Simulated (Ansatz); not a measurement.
## Work function of Pt(100): what the settings cost and change

How far do functional and pseudopotentials move the work function of Pt(100), and at what cost?

Method: plane-wave DFT, PBE, Ansatz PAW, in the first sound run; inputs show where later runs differ, in Ansatz 0.2.0.

### 1. The structure

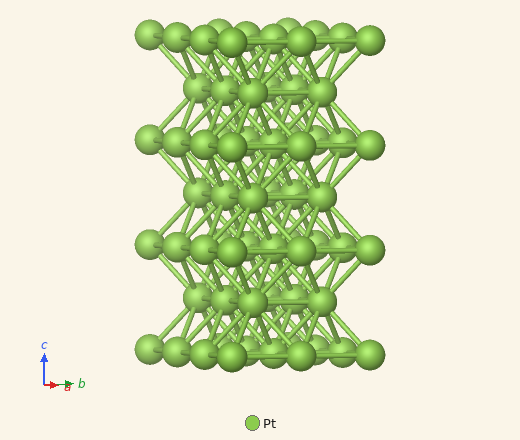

The starting structure, seen from the side, with the c axis up (platinum green). 3×2×1 cells are drawn. Some periodic images of atoms are drawn too.

The cell holds 7 atoms: 7 Pt. Its edges and angles: a = 2.772 Å, b = 2.772 Å, c = 29.760 Å, α = 90.0°, β = 90.0°, γ = 90.0°. Vacuum lies along c.

Coordinates:

```cif
data_structure
_symmetry_space_group_name_H-M 'P 1'
_symmetry_Int_Tables_number 1
_cell_length_a 2.7719
_cell_length_b 2.7719
_cell_length_c 29.7600
_cell_angle_alpha 90.000
_cell_angle_beta 90.000
_cell_angle_gamma 90.000
_cell_volume 228.65
loop_
_atom_site_label
_atom_site_type_symbol
_atom_site_fract_x
_atom_site_fract_y
_atom_site_fract_z
_atom_site_occupancy
Pt1 Pt 0.00000 0.00000 0.30242 1
Pt2 Pt 0.50000 0.50000 0.36828 1
Pt3 Pt 0.00000 0.00000 0.43414 1
Pt4 Pt 0.50000 0.50000 0.50000 1
Pt5 Pt 0.00000 0.00000 0.56586 1
Pt6 Pt 0.50000 0.50000 0.63172 1
Pt7 Pt 0.00000 0.00000 0.69758 1
```

### 2. Slab, setting PBE, Ansatz PAW (420 eV)

A work function rests on the faint tail of the density, so the SCF threshold is tight. PBE on the default files comes first; the next runs keep the geometry and change functional or files, each at the cutoff that its files recommend; a relaxation and, for heavy metals, spin-orbit coupling close the ladder.

The input, input.yaml:

```yaml
crystal:
  lattice:
    - [2.7718585823, 0.0, 0.0]
    - [0.0, 2.7718585823, 0.0]
    - [0.0, 0.0, 29.76]
  atoms:
    - { symbol: Pt, position: [0.0, 0.0, 0.3024193548] }
    - { symbol: Pt, position: [0.5, 0.5, 0.3682795699] }
    - { symbol: Pt, position: [0.0, 0.0, 0.4341397849] }
    - { symbol: Pt, position: [0.5, 0.5, 0.5] }
    - { symbol: Pt, position: [0.0, 0.0, 0.5658602151] }
    - { symbol: Pt, position: [0.5, 0.5, 0.6317204301] }
    - { symbol: Pt, position: [0.0, 0.0, 0.6975806452] }
kpoints:
  mp_grid: { grid: [15, 15, 1] }
hamiltonian:
  xc: pbe
scf:
  occupations: { method: fermi_dirac, width: 0.1 }
  convergence: { dr2_threshold: 1.0e-09 }
efield:
  axis: 3
  dipole_correction: true
  ramp_position: 0.97
  ramp_width: 0.06
output:
  write_potential: true
  write_density: true
  volumetric_format: npy
  elf: true
```

On the command line:

```sh
$ ansatz run input.yaml --threads 4 --pin off --max-ram 6144MiB --backend cpu --events-out ev --progress --plain --runs-dir out
```

Numbers of over 12 decimals in the logs are rounded to 6 here.

Log:

```text
Engine: ansatz 0.2.0, aarch64-unknown-linux-gnu
Pseudopotentials: kind: paw
Pseudopotential: Pt, paw, valence charge 18, recommended cutoff 420 eV (normal), Pt.paw.azcp
Functional definition: PBE
  parameter kappa = 0.804
  parameter beta = 0.066725
  exchange = pbe_x(kappa = kappa, mu = beta*pi^2/3)
  correlation = pbe_c(beta = beta)
Crystal: 7 atoms, lattice volume = 228.652 Å³
Basis set: ecut = 420 eV, 4543 PW (Γ)
Bands: 76, of which v1, the nominal top of the filled ones, is band 63 counted from 1 (62 counted from 0)
Symmetry: 8 space group operations
k-points: 36 of 225
Non-local potential: Pt, projectors of the file, l = 0: 3, l = 1: 2, l = 2: 2, l = 3: 1
PAW form: soft (Blöchl's): semilocal exchange-correlation on the pseudo side does not see the compensation charge
PAW one-centre angular grid: Pt, 590 points (default); XC on 64 Gauss nodes
Initial density: superposition of atomic densities (neutral atoms: chi_scale 0, normalization atom), corrected by the library's trained network
Initial wavefunctions: pseudopotential atomic-orbital guess
Functional: x = pbe(κ = 0.804, μ = 0.219515), c = pbe(β = 0.066725)
SCF iter   1: F=—  HF=-87659.643528 eV  |F-HF|=—  |Δ(HF+E_count)|=         —  Δρ=1.79e-2  dr2=1.31e1  ethr=1.77e-3  p=-0.000 e·Å  D=-5.62e-14 V/Å  ΔV_dip=0.00 eV  dr2_dipole=3.91e-8  V_vac-E_F(+/−)=5.04/5.04 eV  ⟨swp⟩=7.8  Hψ=11645  notcnv=0  defer=58
efield: sawtooth ramp at fractional position 0.9700 (set: `efield.ramp_position`, or a place that a band, a saddle search or an elastic batch's reference lends), width 0.0600; the density the first Hamiltonian is built on has a dipole p = -0.000 e·Å; the dipole correction subtracts the counter field D = -5.62e-14 V/Å, which shifts the + side's vacuum level by +0.00 eV against the − side's; the planar-averaged density in the ramp window peaks in size at 7.6e-6 e/Å³
preconditioner: auto → LDOS  [metal: Δε(μ)=0.008 eV  Ē_g=7.658 eV  σ=0.100 eV  W_gap=0.02  n_scr=58 (ndim 8)  ℏωp=20.5 eV  f_vac=0.495  D(μ)=11.42/eV (n_scr^D=104)  β→1.0]
SCF iter   2: F=—  HF=-87659.486639 eV  |F-HF|=—  |Δ(HF+E_count)|=   1.57e-1  Δρ=4.82e-3  dr2=2.62e-1  ethr=1.77e-3  p=-0.000 e·Å  D=-1.00e-5 V/Å  ΔV_dip=0.00 eV  dr2_dipole=8.00e-8  V_vac-E_F(+/−)=5.71/5.71 eV  ⟨swp⟩=2.0  Hψ=3278  notcnv=0  defer=94
SCF iter   3: F=—  HF=-87659.488595 eV  |F-HF|=—  |Δ(HF+E_count)|=   1.96e-3  Δρ=2.83e-3  dr2=7.62e-2  ethr=2.08e-4  p=0.000 e·Å  D=8.60e-7 V/Å  ΔV_dip=-0.00 eV  dr2_dipole=6.70e-10  V_vac-E_F(+/−)=5.54/5.54 eV  ⟨swp⟩=2.0  Hψ=4039  notcnv=0  defer=101
SCF iter   4: F=—  HF=-87659.478454 eV  |F-HF|=—  |Δ(HF+E_count)|=   1.01e-2  Δρ=6.14e-4  dr2=1.86e-3  ethr=6.05e-5  p=-0.000 e·Å  D=-2.24e-6 V/Å  ΔV_dip=0.00 eV  dr2_dipole=2.98e-9  V_vac-E_F(+/−)=5.67/5.67 eV  ⟨swp⟩=2.0  Hψ=4019  notcnv=0  defer=101
SCF iter   5: F=—  HF=-87659.478168 eV  |F-HF|=—  |Δ(HF+E_count)|=   2.86e-4  Δρ=2.96e-4  dr2=5.74e-4  ethr=1.47e-6  p=-0.000 e·Å  D=-1.12e-6 V/Å  ΔV_dip=0.00 eV  dr2_dipole=9.99e-10  V_vac-E_F(+/−)=5.66/5.66 eV  ⟨swp⟩=2.8  Hψ=4633  notcnv=0  defer=101
SCF iter   6: F=—  HF=-87659.478169 eV  |F-HF|=—  |Δ(HF+E_count)|=   1.14e-6  Δρ=1.41e-4  dr2=2.02e-4  ethr=4.55e-7  p=-0.000 e·Å  D=-2.47e-7 V/Å  ΔV_dip=0.00 eV  dr2_dipole=2.09e-10  V_vac-E_F(+/−)=5.66/5.66 eV  ⟨swp⟩=1.3  Hψ=2747  notcnv=0  defer=101
SCF iter   7: F=—  HF=-87659.478156 eV  |F-HF|=—  |Δ(HF+E_count)|=   1.31e-5  Δρ=5.16e-5  dr2=1.34e-5  ethr=1.61e-7  p=0.000 e·Å  D=2.10e-7 V/Å  ΔV_dip=-0.00 eV  dr2_dipole=1.06e-13  V_vac-E_F(+/−)=5.67/5.67 eV  ⟨swp⟩=1.4  Hψ=2801  notcnv=0  defer=101
SCF iter   8: F=—  HF=-87659.478142 eV  |F-HF|=—  |Δ(HF+E_count)|=   1.38e-5  Δρ=1.64e-5  dr2=3.82e-6  ethr=1.07e-8  p=0.000 e·Å  D=1.38e-7 V/Å  ΔV_dip=-0.00 eV  dr2_dipole=1.50e-11  V_vac-E_F(+/−)=5.67/5.67 eV  ⟨swp⟩=2.2  Hψ=3971  notcnv=0  defer=101
SCF iter   9: F=—  HF=-87659.477503 eV  |F-HF|=—  |Δ(HF+E_count)|=   6.39e-4  Δρ=5.36e-6  dr2=3.79e-7  ethr=3.03e-9  p=0.000 e·Å  D=6.82e-8 V/Å  ΔV_dip=-0.00 eV  dr2_dipole=5.37e-14  V_vac-E_F(+/−)=5.67/5.67 eV  ⟨swp⟩=2.0  Hψ=3551  notcnv=0  defer=97
SCF iter  10: F=—  HF=-87659.477503 eV  |F-HF|=—  |Δ(HF+E_count)|=   1.51e-8  Δρ=2.72e-6  dr2=5.23e-8  ethr=3.01e-10  p=0.000 e·Å  D=1.75e-8 V/Å  ΔV_dip=-0.00 eV  dr2_dipole=4.36e-13  V_vac-E_F(+/−)=5.67/5.67 eV  ⟨swp⟩=2.1  Hψ=3871  notcnv=0  defer=97
SCF iter  11: F=—  HF=-87659.477503 eV  |F-HF|=—  |Δ(HF+E_count)|=   2.12e-9  Δρ=9.87e-7  dr2=8.22e-9  ethr=4.15e-11  p=-0.000 e·Å  D=-1.61e-8 V/Å  ΔV_dip=0.00 eV  dr2_dipole=2.00e-15  V_vac-E_F(+/−)=5.67/5.67 eV  ⟨swp⟩=2.1  Hψ=3697  notcnv=0  defer=97
SCF iter  12: F=-87659.477503 eV  HF=-87659.477503 eV  |F-HF|=1.05e-9  |Δ(HF+E_count)|=  3.20e-10  Δρ=3.31e-7  dr2=9.31e-10  ethr=1.00e-12  p=0.000 e·Å  D=6.90e-9 V/Å  ΔV_dip=-0.00 eV  dr2_dipole=1.78e-15  V_vac-E_F(+/−)=5.67/5.67 eV  ⟨swp⟩=11.0  Hψ=10266  notcnv=0
SCF 1 converged in 12 iterations: F = -87659.477503 eV  dr2 = 9.31e-10
  greatest PAW one-centre occupation: 1.000 electrons in one spin orbital (limit 2), on the Pt atom at site 2 (counted from 0), in its partial waves of l = 0
WARN: The output density's exchange-correlation potential varies sharply where the density is thin. Do not read a vacuum level from v_tot or v_xc, or from such a field of the output density. On a cell that repeats whose density bears no net charge and no dipole along the vacuum's axis use v_es (v_loc + v_h of the components); under efield.dipole_correction with no amplitude use v_es + v_field, which holds any externa [...]
SCF converged after 12 iterations
Free energy (F): -87659.477503 eV
Harris-Foulkes:  -87659.477503 eV  (|F-HF|=1.05e-9)
Internal energy: -87659.084063 eV  (E = F + TS)
E sigma→0 (E₀):  -87659.280783 eV
Entropy (-TS):   -0.393440 eV (-56.206 meV/atom)
Fermi energy:    7.726634 eV
Dipole field:    D = -0.000000 V/Å  (p = -0.000000 e·Å, saw-weighted, corrected)
Work function:   Φ+ = 5.6655 eV   Φ− = 5.6655 eV
Levels:          The Fermi level and band energies are counted from a zero that moves with the ramp; work functions are not
--- Per-component energies (eV) ---
  E_band       = -2845.403048
  E_kinetic    = 4463.349100
  E_local      = -282470.546679  (includes V_loc(G=0)·N_el)
  E_nonlocal   = 1400.524028
  E_hartree    = 138949.569956
  E_xc         = -1830.852047
  E_vxc        = -2117.546365  (∫ρ·V_xc dr)
  E_paw        = -66178.613483  (= ΣΔE_a)
  E_vpaw       = -2020.335303  (= ΣTr[D̂ρ^β])
  E_aug_tail   = 0.001398  (compensation charges beyond the density's cutoff)
  E_efield     = 0.000000  (sawtooth field / dipole correction)
  E_vefield    = 0.000000  (∫n·V_field dr)
  E_ewald      = 118007.483664
  E_smearing   = -0.393440  (= −TS)
  E_closure    = 0.000000  (closes the sum)
  Σ components = -87659.477503   (vs F -87659.477503, Δ=0.00e0)
--- Band table (eV; the first three rows and the last of 36) ---
  k-point 0: bands = [... 59 lower, 6.9146, 7.0661, 7.1058, 7.4707, 7.6782, 7.6782, 7.8005, 7.8349, ... 9 higher]
  k-point 1: bands = [... 59 lower, 6.7954, 7.2419, 7.3033, 7.3275, 7.3663, 7.7024, 7.7426, 7.8357, ... 9 higher]
  k-point 2: bands = [... 59 lower, 6.6944, 6.8152, 7.0615, 7.3123, 7.3617, 7.5401, 7.6652, 7.9590, ... 9 higher]
  k-point 35: bands = [... 59 lower, 8.1402, 8.1516, 8.6786, 8.7130, 10.0124, 10.6888, 11.6448, 12.2508, ... 9 higher]
```

Elapsed: 58 s, on 4 threads of Arm Neoverse N1, shared host; peak memory 1 GiB; 3 min of CPU time.

Numbers from this step:

```yaml
energy_at_zero_smearing: -87659.2808 eV
work_function_upper_face: 5.665 eV
```

Running mean over 1.96 Å of the planar mean; the ramp of the sawtooth is left out. The electron's electrostatic potential energy less the Fermi level by z:

```csv
z (Å),electron's electrostatic potential energy less the Fermi level (eV)
4,5.67
5,5.66
6,5.62
7,4.97
8,-3.02
9,-11.3
10,-12.0
11,-12.2
12,-12.3
13,-12.3
14,-12.3
15,-12.3
16,-12.3
17,-12.3
18,-12.3
19,-12.2
20,-11.9
21,-10.5
22,-0.0230
23,5.31
24,5.64
25,5.66
26,5.67
```

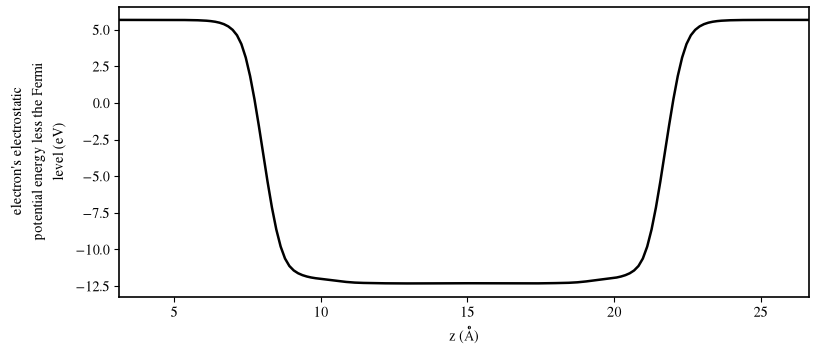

Electron's electrostatic potential energy less the Fermi level, plotted against z.

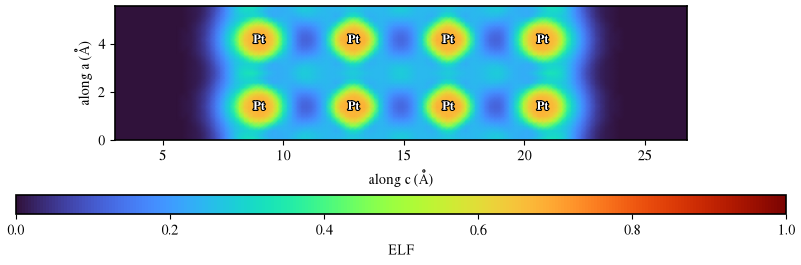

ELF in the ca plane at fractional y = 0.000, with atoms of Pt within 0.2 Å of it. It is the smooth field of the valence electrons, not physical close to the nuclei. The map starts off the cell's origin, so that atoms lie inside it. The far vacuum is left out of the map.

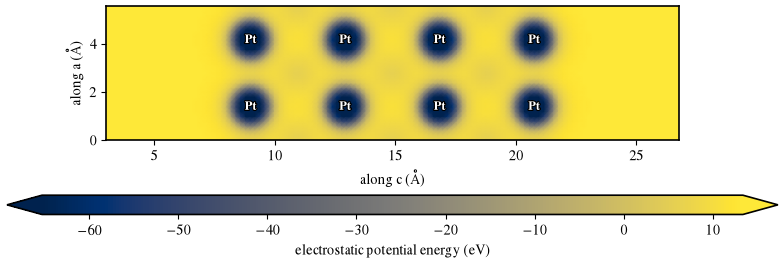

Electrostatic potential energy in the ca plane at fractional y = 0.000, with atoms of Pt within 0.2 Å of it. With pseudopotentials it is smooth inside the atoms' cores, unlike the true potential. The map starts off the cell's origin, so that atoms lie inside it. The far vacuum is left out of the map.

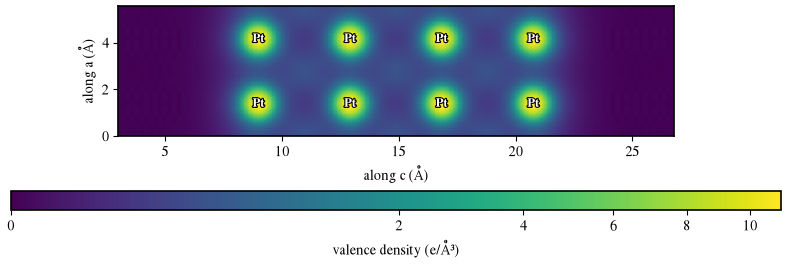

Valence density in the ca plane at fractional y = 0.000, with atoms of Pt within 0.2 Å of it. It is the smooth field of the valence electrons, not physical close to the nuclei. The map starts off the cell's origin, so that atoms lie inside it. The colour scale is stretched toward low values. The far vacuum is left out of the map.

The work function is 5.665 eV.

### 3. Slab

This step: plane-wave DFT, LDA, Ansatz PAW (Ansatz 0.2.0).

Changes to input.yaml since step 2:

```diff
@@ -16,3 +16,3 @@
 hamiltonian:
-  xc: pbe
+  xc: lda
 scf:
@@ -29,2 +29 @@
   volumetric_format: npy
-  elf: true
```

Log:

```text
[...]
Crystal: 7 atoms, lattice volume = 228.652 Å³
Basis set: ecut = 420 eV, 4543 PW (Γ)
Bands: 76, of which v1, the nominal top of the filled ones, is band 63 counted from 1 (62 counted from 0)
Symmetry: 8 space group operations
k-points: 36 of 225
[...]
k-point 0: bands = [... 59 lower, 6.5336, 6.6537, 6.7451, 7.1122, 7.3015, 7.3015, 7.4430, 7.4782, ... 9 higher]
  k-point 1: bands = [... 59 lower, 6.4300, 6.8774, 6.9357, 6.9412, 6.9822, 7.3420, 7.3845, 7.4654, ... 9 higher]
  k-point 2: bands = [... 59 lower, 6.3257, 6.4306, 6.6956, 6.9453, 6.9664, 7.1798, 7.3002, 7.5891, ... 9 higher]
  k-point 35: bands = [... 59 lower, 7.7607, 7.7713, 8.2863, 8.3213, 9.6018, 10.2833, 11.2335, 11.8443, ... 9 higher]
[key lines of the parts left out:]
SCF converged after 12 iterations
Free energy (F): -85712.669200 eV
Fermi energy:    7.351273 eV
Dipole field:    D = 0.000000 V/Å  (p = 0.000000 e·Å, saw-weighted, corrected)
Work function:   Φ+ = 6.0505 eV   Φ− = 6.0505 eV
```

Wall time 53 s (4 threads); peak memory 0.99 GiB; 2.8 min of CPU time.

The work function is 6.051 eV, +0.385 eV from the run “PBE, Ansatz PAW (420 eV)”, at 0.95 times its CPU time.

### 4. Slab

This step: plane-wave DFT, PBEsol, Ansatz PAW (Ansatz 0.2.0).

Changes to input.yaml since step 3:

```diff
@@ -16,3 +16,3 @@
 hamiltonian:
-  xc: lda
+  xc: pbesol
 scf:
```

Log:

```text
[...]
Crystal: 7 atoms, lattice volume = 228.652 Å³
Basis set: ecut = 420 eV, 4543 PW (Γ)
Bands: 76, of which v1, the nominal top of the filled ones, is band 63 counted from 1 (62 counted from 0)
Symmetry: 8 space group operations
k-points: 36 of 225
[...]
k-point 0: bands = [... 59 lower, 6.7603, 6.8806, 6.9667, 7.3330, 7.5280, 7.5280, 7.6639, 7.6987, ... 9 higher]
  k-point 1: bands = [... 59 lower, 6.6529, 7.0992, 7.1596, 7.1715, 7.2024, 7.5635, 7.6053, 7.6902, ... 9 higher]
  k-point 2: bands = [... 59 lower, 6.5490, 6.6563, 6.9177, 7.1692, 7.1999, 7.4009, 7.5229, 7.8143, ... 9 higher]
  k-point 35: bands = [... 59 lower, 7.9902, 8.0013, 8.5221, 8.5576, 9.8081, 10.4881, 11.4490, 12.0543, ... 9 higher]
[key lines of the parts left out:]
SCF converged after 12 iterations
Free energy (F): -86684.750534 eV
Fermi energy:    7.577504 eV
Dipole field:    D = -0.000000 V/Å  (p = -0.000000 e·Å, saw-weighted, corrected)
Work function:   Φ+ = 5.7925 eV   Φ− = 5.7924 eV
```

Wall time 55 s (4 threads); peak memory 1 GiB; 2.9 min of CPU time.

The work function is 5.792 eV, +0.127 eV from the run “PBE, Ansatz PAW (420 eV)”, at 0.97 times its CPU time.

### 5. Slab

This step: plane-wave DFT, RPBE, Ansatz PAW (Ansatz 0.2.0).

Changes to input.yaml since step 4:

```diff
@@ -16,3 +16,3 @@
 hamiltonian:
-  xc: pbesol
+  xc: rpbe
 scf:
```

Log:

```text
[...]
Crystal: 7 atoms, lattice volume = 228.652 Å³
Basis set: ecut = 420 eV, 4543 PW (Γ)
Bands: 76, of which v1, the nominal top of the filled ones, is band 63 counted from 1 (62 counted from 0)
Symmetry: 8 space group operations
k-points: 36 of 225
[...]
k-point 0: bands = [... 59 lower, 7.0426, 7.2185, 7.2298, 7.5935, 7.8043, 7.8043, 7.9226, 7.9568, ... 9 higher]
  k-point 1: bands = [... 59 lower, 6.9212, 7.3661, 7.4283, 7.4629, 7.4975, 7.8251, 7.8649, 7.9603, ... 9 higher]
  k-point 2: bands = [... 59 lower, 6.8209, 6.9501, 7.1864, 7.4370, 7.5029, 7.6631, 7.7888, 8.0834, ... 9 higher]
  k-point 35: bands = [... 59 lower, 8.2678, 8.2796, 8.8086, 8.8426, 10.1600, 10.8342, 11.7910, 12.3959, ... 9 higher]
[key lines of the parts left out:]
SCF converged after 12 iterations
Free energy (F): -87756.026436 eV
Fermi energy:    7.853869 eV
Dipole field:    D = 0.000001 V/Å  (p = 0.000001 e·Å, saw-weighted, corrected)
Work function:   Φ+ = 5.4993 eV   Φ− = 5.4993 eV
```

The job ended after 55 s (4 threads; peak memory 1 GiB).

The work function is 5.499 eV, -0.166 eV from the run “PBE, Ansatz PAW (420 eV)”, at 0.99 times its CPU time.

### 6. Slab

This step: plane-wave DFT, r2SCAN, Ansatz PAW (Ansatz 0.2.0).

Changes to input.yaml since step 5:

```diff
@@ -16,3 +16,3 @@
 hamiltonian:
-  xc: rpbe
+  xc: r2scan
 scf:
```

Log:

```text
[...]
Crystal: 7 atoms, lattice volume = 228.652 Å³
Basis set: ecut = 500 eV, 5725 PW (Γ), exchange–correlation on 96×96×900 points (64 copies of the dense FFT grid, shifted against one another)
Bands: 76, of which v1, the nominal top of the filled ones, is band 63 counted from 1 (62 counted from 0)
Symmetry: 8 space group operations
k-points: 36 of 225
[...]
k-point 0: bands = [... 59 lower, 6.7242, 6.8573, 6.9616, 7.2352, 7.5141, 7.5141, 7.5772, 7.6116, ... 9 higher]
  k-point 1: bands = [... 59 lower, 6.5456, 7.0156, 7.0875, 7.1754, 7.2109, 7.4844, 7.5185, 7.6596, ... 9 higher]
  k-point 2: bands = [... 59 lower, 6.4527, 6.6416, 6.8310, 7.0922, 7.2285, 7.3153, 7.4638, 7.7856, ... 9 higher]
  k-point 35: bands = [... 59 lower, 7.9999, 8.0131, 8.5898, 8.6244, 10.0422, 10.7406, 11.7257, 12.3560, ... 9 higher]
[key lines of the parts left out:]
SCF converged after 17 iterations
Free energy (F): -87755.711085 eV
Fermi energy:    7.555081 eV
Dipole field:    D = 0.000015 V/Å  (p = 0.000018 e·Å, saw-weighted, corrected)
Work function:   Φ+ = 5.7404 eV   Φ− = 5.7408 eV
```

Elapsed: 2.8 min, on 4 threads; peak memory 1.6 GiB.

The work function is 5.740 eV, +0.075 eV from the run “PBE, Ansatz PAW (420 eV)”, at 3.1 times its CPU time.

### 7. Slab

This step: plane-wave DFT, PBE, JTH PAW (Ansatz 0.2.0).

Changes to input.yaml since step 6:

```diff
@@ -16,3 +16,4 @@
 hamiltonian:
-  xc: r2scan
+  xc: pbe
+  pseudopotentials: { kind: paw, source: jth }
 scf:
```

Log:

```text
[...]
k-point 0: bands = [... 31 lower, 4.3469, 4.5120, 4.5293, 4.8912, 5.1028, 5.1028, 5.2146, 5.2493, ... 10 higher]
  k-point 1: bands = [... 31 lower, 4.2216, 4.6681, 4.7261, 4.7587, 4.7987, 5.1199, 5.1578, 5.2562, ... 10 higher]
  k-point 2: bands = [... 31 lower, 4.1225, 4.2495, 4.4893, 4.7322, 4.7956, 4.9591, 5.0875, 5.3769, ... 10 higher]
  k-point 35: bands = [... 31 lower, 5.5566, 5.5672, 6.0832, 6.1165, 7.4681, 8.1421, 9.0893, 9.6970, ... 10 higher]
[key lines of the parts left out:]
SCF converged after 15 iterations
Free energy (F): -71169.964280 eV
Fermi energy:    5.149115 eV
Dipole field:    D = -0.000001 V/Å  (p = -0.000001 e·Å, saw-weighted, corrected)
Work function:   Φ+ = 5.6712 eV   Φ− = 5.6712 eV
```

The job ended after 2 min (4 threads; peak memory 1.4 GiB; 6.5 min of CPU time).

The work function is 5.671 eV, +0.006 eV from the run “PBE, Ansatz PAW (420 eV)”, at 2.2 times its CPU time.

(Part 1 of 2 ends here.)

[Logs are printed without paths, hosts, clocks, repeated set-up lines and the standing remarks that a program may print on its own settings, such as how far it seeks lower states.]

[Hosts, paths, dates, database ids (printed as entryN), source tags and the programs' standing remarks are cut or masked in the printed files.]

[Maps of the electrostatic potential energy from Ansatz leave out the sawtooth potential of an applied field or a dipole correction, so their vacuum need not be flat; planar profiles and work functions include it.]
